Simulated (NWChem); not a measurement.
# One shape, several levels: C2H5F (SMILES CCF)

We compute a comparison of 5 runs (HF/def2-SVP, HF/pcseg-1, PBE0/def2-SVP, BLYP/def2-TZVP, r2SCAN/pcseg-2) of C2H5F. 

Program for the calculation: NWChem 7.3.0.

### Step 1. The structure to begin with

C2H5F has 8 atoms, charge 0, and is taken as a singlet. SMILES: `CCF`. The coordinates come from a PBE0-D4/def2-TZVP relaxation.

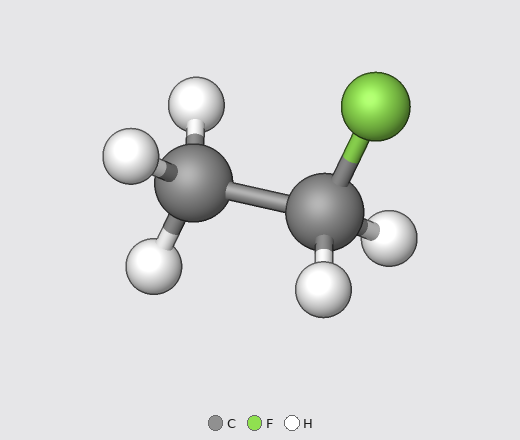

The structure, seen from a chosen angle (carbon grey, fluorine green, hydrogen white).

### Step 2. Energy and forces at HF/def2-SVP (run 1)

Input file sp.xyz:

```xyz
8
C2H5F hf
C     -0.431700     0.566900    -0.264600
C      0.378400    -0.599100     0.230500
F      1.663300    -0.186400     0.546500
H     -1.443900     0.237400    -0.512600
H      0.018600     0.998500    -1.160400
H     -0.500300     1.343000     0.499800
H      0.464000    -1.381500    -0.529800
H     -0.056300    -1.036000     1.134800
```

Input file run.py:

```python
from ase.io import read
from ase.calculators.nwchem import NWChem

system = read('sp.xyz')

calc = NWChem(
    label='sp',
    theory='scf',
    memory='2200 mb',
    basis='def2-SVP',
    basispar='spherical bse',
    scf={'nopen': '0', 'rhf': None, 'thresh': '1e-08', 'maxiter': '80'},
)
system.calc = calc

forces = system.get_forces()
print("Total energy (eV):", round(system.get_potential_energy(), 6))
print("forces (eV/A):")
for s, f in zip(system.symbols, forces):
    print(f"{s:2s} {f[0]:10.5f} {f[1]:10.5f} {f[2]:10.5f}")
print("dipole (e A):", system.get_dipole_moment().round(4))
```

On the command line:

```
$ export ASE_NWCHEM_COMMAND="nwchem PREFIX.nwi > PREFIX.nwo"
$ python run.py
```

The program printed:

```text
Total energy (eV): -4842.102335
forces (eV/A):
C    -0.08423    0.09600   -0.04947
C     0.71646   -0.05574    0.23788
F    -0.76151   -0.21150   -0.19448
H     0.04237    0.01748    0.00967
H    -0.00663   -0.00365    0.04736
H     0.02005   -0.01985   -0.03594
H    -0.00432    0.11580    0.12357
H     0.07785    0.06140   -0.13858
dipole (e A): [-0.4252 -0.0982 -0.1125]
```

The calculator wrote sp.nwi:

```
title "sp"

permanent_dir sp

scratch_dir sp

start sp

geometry units angstrom nocenter noautosym noautoz
  C  -4.3169999999999997e-01 5.6689999999999996e-01 -2.6460000000000000e-01
  C  3.7840000000000001e-01 -5.9909999999999997e-01 2.3050000000000001e-01
  F  1.6633000000000000e+00 -1.8640000000000001e-01 5.4649999999999999e-01
  H  -1.4439000000000000e+00 2.3740000000000000e-01 -5.1259999999999994e-01
  H  1.8599999999999998e-02 9.9850000000000005e-01 -1.1604000000000001e+00
  H  -5.0029999999999997e-01 1.3430000000000000e+00 4.9980000000000002e-01
  H  4.6400000000000002e-01 -1.3815000000000000e+00 -5.2980000000000005e-01
  H  -5.6300000000000003e-02 -1.0360000000000000e+00 1.1348000000000000e+00
end

memory 2200 mb

basis spherical bse noprint
   * library def2-SVP
end

scf
  nopen 0
  rhf
  thresh 1e-08
  maxiter 80
end

task scf gradient
```

sp.nwo:

```text
Northwest Computational Chemistry Package (NWChem) 7.3.0
             --------------------------------------------------------

           Job information
           ---------------

    nwchem branch   = 7.3.0
    use scalapack   = T
    input           = sp.nwi
    prefix          = sp.
    data base       = sp/sp.db
    status          = startup
    nproc           =        1

           Memory information
           ------------------

[... 5 lines left out ...]
    hardfail = no
[... 135 lines left out ...]
         Quadratically convergent ROHF
[... 14 lines left out ...]
       Final RHF  results
[... 4 lines left out ...]
      Two-electron energy =    144.555416619061
[... 32 lines left out ...]
                       ROHF Final Molecular Orbital Analysis
[... 209 lines left out ...]
                 ----------------------------------------
                 |  Time  |  1-e(secs)   |  2-e(secs)   |
                 ----------------------------------------
                 |  CPU   |       0.00   |       0.71   |
                 ----------------------------------------
                 |  WALL  |       0.00   |       0.71   |
                 ----------------------------------------

 Task  times  cpu:        4.2s     wall:        4.2s
 Total times  cpu:        4.2s     wall:        4.2s
```

It took 6 s on 1 thread of Intel Xeon Platinum 8488C (Sapphire Rapids), shared host; peak memory 0.1 GiB.

### Step 3. Energy and forces at HF/pcseg-1 (run 2)

Input file c2h5f.xyz:

```xyz
8
C2H5F gradient
C     -0.431700     0.566900    -0.264600
C      0.378400    -0.599100     0.230500
F      1.663300    -0.186400     0.546500
H     -1.443900     0.237400    -0.512600
H      0.018600     0.998500    -1.160400
H     -0.500300     1.343000     0.499800
H      0.464000    -1.381500    -0.529800
H     -0.056300    -1.036000     1.134800
```

Input file run.py:

```python
from ase.io import read
from ase.calculators.nwchem import NWChem

atoms = read('c2h5f.xyz')

calc = NWChem(
    label='c2h5f',
    theory='scf',
    memory='2200 mb',
    basis='pcseg-1',
    basispar='spherical bse',
    scf={'nopen': '0', 'rhf': None, 'thresh': '1e-08', 'maxiter': '80'},
)
atoms.calc = calc

forces = atoms.get_forces()
print(f"energy = {atoms.get_potential_energy():.6f} eV")
print("forces (eV/A):")
for s, f in zip(atoms.symbols, forces):
    print(f"{s:2s} {f[0]:10.5f} {f[1]:10.5f} {f[2]:10.5f}")
print("dipole (e A):", atoms.get_dipole_moment().round(4))
```

On the command line:

```
$ export ASE_NWCHEM_COMMAND="nwchem PREFIX.nwi > PREFIX.nwo"
$ python run.py
```

The program printed:

```text
energy = -4844.480088 eV
forces (eV/A):
C    -0.06330    0.16568   -0.05734
C     0.04854   -0.35024    0.09019
F    -0.41760   -0.10603   -0.10886
H     0.20918    0.05939    0.05312
H    -0.08084   -0.07713    0.20127
H     0.03450   -0.15226   -0.16584
H     0.04453    0.29012    0.28195
H     0.22497    0.17046   -0.29449
dipole (e A): [-0.446  -0.1075 -0.1171]
```

The calculator wrote c2h5f.nwi:

```
title "c2h5f"

permanent_dir c2h5f

scratch_dir c2h5f

start c2h5f

geometry units angstrom nocenter noautosym noautoz
  C  -4.3169999999999997e-01 5.6689999999999996e-01 -2.6460000000000000e-01
  C  3.7840000000000001e-01 -5.9909999999999997e-01 2.3050000000000001e-01
  F  1.6633000000000000e+00 -1.8640000000000001e-01 5.4649999999999999e-01
  H  -1.4439000000000000e+00 2.3740000000000000e-01 -5.1259999999999994e-01
  H  1.8599999999999998e-02 9.9850000000000005e-01 -1.1604000000000001e+00
  H  -5.0029999999999997e-01 1.3430000000000000e+00 4.9980000000000002e-01
  H  4.6400000000000002e-01 -1.3815000000000000e+00 -5.2980000000000005e-01
  H  -5.6300000000000003e-02 -1.0360000000000000e+00 1.1348000000000000e+00
end

memory 2200 mb

basis spherical bse noprint
   * library pcseg-1
end

scf
  nopen 0
  rhf
  thresh 1e-08
  maxiter 80
end

task scf gradient
```

c2h5f.nwo:

```text
Northwest Computational Chemistry Package (NWChem) 7.3.0
             --------------------------------------------------------

           Job information
           ---------------

    nwchem branch   = 7.3.0
    use scalapack   = T
    input           = c2h5f.nwi
    prefix          = c2h5f.
    data base       = c2h5f/c2h5f.db
    status          = startup
    nproc           =        1

           Memory information
           ------------------

[... 5 lines left out ...]
    hardfail = no
[... 135 lines left out ...]
         Quadratically convergent ROHF
[... 14 lines left out ...]
       Final RHF  results
[... 4 lines left out ...]
      Two-electron energy =    144.540457198008
[... 32 lines left out ...]
                       ROHF Final Molecular Orbital Analysis
[... 210 lines left out ...]
                 ----------------------------------------
                 |  Time  |  1-e(secs)   |  2-e(secs)   |
                 ----------------------------------------
                 |  CPU   |       0.00   |       0.73   |
                 ----------------------------------------
                 |  WALL  |       0.00   |       0.73   |
                 ----------------------------------------

 Task  times  cpu:        4.4s     wall:        4.4s
 Total times  cpu:        4.4s     wall:        4.4s
```

Run time: 6.3 s. Hardware: 1 thread of Intel Xeon Platinum 8488C (Sapphire Rapids), shared host; peak memory 0.097 GiB.

### Step 4. Energy and gradient at PBE0/def2-SVP (run 3)

c2h5f.xyz: that of step 3 with these lines changed.

```diff
@@ -1,3 +1,3 @@
 8
-C2H5F gradient
+C2H5F
 C     -0.431700     0.566900    -0.264600
```

Input file c2h5f.nw:

```
START c2h5f
TITLE "C2H5F"
memory stack 880 mb heap 220 mb global 1100 mb
charge 0

GEOMETRY units angstrom noautosym nocenter noautoz
load c2h5f.xyz
END

BASIS spherical bse
* library def2-SVP
END

DFT
xc pbe0
grid xfine
convergence energy 1e-08
iterations 100
mulliken
print low
END

TASK dft gradient
```

On the command line:

```
$ nwchem c2h5f.nw > c2h5f.out
```

The program printed:

```text
[...]
 d= 0,ls=0.0,diis     1   -178.6829760214 -2.58D+02  1.25D-02  3.95D-01     2.4
[...]
 d= 0,ls=0.0,diis     8   -178.7282084209  7.84D-10  2.84D-06  9.15D-08    17.0
         Total DFT energy =     -178.728208420922
      One electron energy =     -402.161737236175
           Coulomb energy =      167.002840325174
    Exchange-Corr. energy =      -22.985286381338
 Nuclear repulsion energy =       79.415974871417
[...]
                         DFT ENERGY GRADIENTS
    atom               coordinates                        gradient
                 x          y          z           x          y          z
   1 C      -0.815795   1.071286  -0.500021   -0.001171   0.005219  -0.001390
   2 C       0.715072  -1.132135   0.435582   -0.011280  -0.008357  -0.001833
   3 F       3.143181  -0.352245   1.032735    0.005064   0.001180   0.001344
   4 H      -2.728575   0.448621  -0.968674    0.005155   0.000913   0.001421
   5 H       0.035149   1.886891  -2.192838   -0.002399  -0.002416   0.004438
   6 H      -0.945430   2.537902   0.944485    0.000170  -0.004151  -0.003817
   7 H       0.876833  -2.610656  -1.001177    0.000911   0.004685   0.004149
   8 H      -0.106392  -1.957756   2.144461    0.003551   0.002927  -0.004312
 Task  times  cpu:       20.7s     wall:       20.7s
 Total times  cpu:       20.7s     wall:       20.7s
```

It took 22 s on 1 thread of Intel Xeon Platinum 8488C (Sapphire Rapids), shared host; peak memory 0.13 GiB.

Run 4 isn't shown in full; the table further down has it.

### Step 5. Energy and gradient at r2SCAN/pcseg-2 (run 5)

Input file c2h5f.nw:

```
start c2h5f
title "C2H5F r2SCAN"
memory 2200 mb
geometry noautosym nocenter noautoz
   C    -0.431700    0.566900   -0.264600
   C     0.378400   -0.599100    0.230500
   F     1.663300   -0.186400    0.546500
   H    -1.443900    0.237400   -0.512600
   H     0.018600    0.998500   -1.160400
   H    -0.500300    1.343000    0.499800
   H     0.464000   -1.381500   -0.529800
   H    -0.056300   -1.036000    1.134800
end
basis spherical bse
   C library pcseg-2
   F library pcseg-2
   H library pcseg-2
end
dft
   xc r2scan
   mult 1
   grid fine
   convergence energy 1e-08
   iterations 100
   mulliken
   print medium
end
task dft gradient
```

On the command line:

```
$ nwchem c2h5f.nw > c2h5f.out
```

The program printed:

```text
[...]
          Wavefunction type:  closed shell.
          No. of atoms     :     8
          No. of electrons :    26
[...]
          Charge           :     0
          Spin multiplicity:     1
[...]
          AO basis - number of functions:   160
[...]
              XC Information
              --------------
                      r^2SCAN Method XC Functional
               r^2SCAN metaGGA Exchange Functional  1.000
                     r^2SCAN Correlation Potential  1.000
[...]
 d= 0,ls=0.0,diis     1   -178.9902099180 -2.58D+02  5.04D-03  5.03D-01     6.6
[...]
 d= 0,ls=0.0,diis     8   -179.0397777388  8.12D-09  1.51D-06  2.76D-07    47.6
         Total DFT energy =     -179.039777738805
      One electron energy =     -402.399415215542
           Coulomb energy =      167.048330165220
    Exchange-Corr. energy =      -23.104667559900
 Nuclear repulsion energy =       79.415974871417
[...]
  wavefunction    = closed shell
                         DFT ENERGY GRADIENTS
    atom               coordinates                        gradient
                 x          y          z           x          y          z
   1 C      -0.815795   1.071286  -0.500021    0.001235  -0.002119   0.000880
   2 C       0.715072  -1.132135   0.435582    0.006175   0.004154   0.001030
   3 F       3.143181  -0.352245   1.032735   -0.006543  -0.002249  -0.001573
   4 H      -2.728575   0.448621  -0.968674   -0.000715  -0.000272  -0.000167
   5 H       0.035149   1.886891  -2.192838    0.000314   0.000320  -0.000633
   6 H      -0.945430   2.537902   0.944485   -0.000051   0.000535   0.000498
   7 H       0.876833  -2.610656  -1.001177   -0.000116  -0.000243  -0.000303
   8 H      -0.106392  -1.957756   2.144461   -0.000299  -0.000124   0.000269
[...]
```

Run time: 68 s. Hardware: 1 thread of Intel Xeon Platinum 8488C (Sapphire Rapids), shared host; peak memory 0.13 GiB.

### Step 6. Overview of the runs

| run | level | iteration cap | module | energy (Eh) | dipole moment (D) | HOMO energy (eV) | LUMO energy (eV) | wall time |
| --- | --- | --- | --- | --- | --- | --- | --- | --- |
| 1 | HF/def2-SVP | 80 | scf | -177.943980 | 2.16 | -13.46 | 4.87 | 6 s |
| 2 | HF/pcseg-1 | 80 | scf | -178.031361 | 2.27 | -13.53 | 4.36 | 6.3 s |
| 3 | PBE0/def2-SVP | 100 | dft | -178.728208 | – | – | – | 22 s |
| 4 | BLYP/def2-TZVP | 100 | dft | -179.079076 | 1.79 | -7.61 | 0.58 | 38 s |
| 5 | r2SCAN/pcseg-2 | 100 | dft | -179.039778 | 1.90 | -8.06 | 0.98 | 68 s |

### Step 7. Outcome

```
                       quantity          value
            run 5: total energy  -179.03978 Eh
           run 5: dipole moment         1.90 D
             run 5: HOMO energy       -8.06 eV
             run 5: LUMO energy        0.98 eV
           run 5: HOMO–LUMO gap        9.04 eV
run 5: largest force on an atom     0.386 eV/Å
```

What this shows: Over runs 1, 2, 4, 5 the dipole moment (its size) runs from 1.79 D (BLYP/def2-TZVP) to 2.27 D (HF/pcseg-1). The two ends differ in method and basis. Over runs 1, 2, 4, 5 the HOMO–LUMO gap runs from 8.19 eV (BLYP/def2-TZVP) to 18.33 eV (HF/def2-SVP). Totals of different functionals can't be ranked against each other. All runs together took 2.3 min, the longest 68 s.
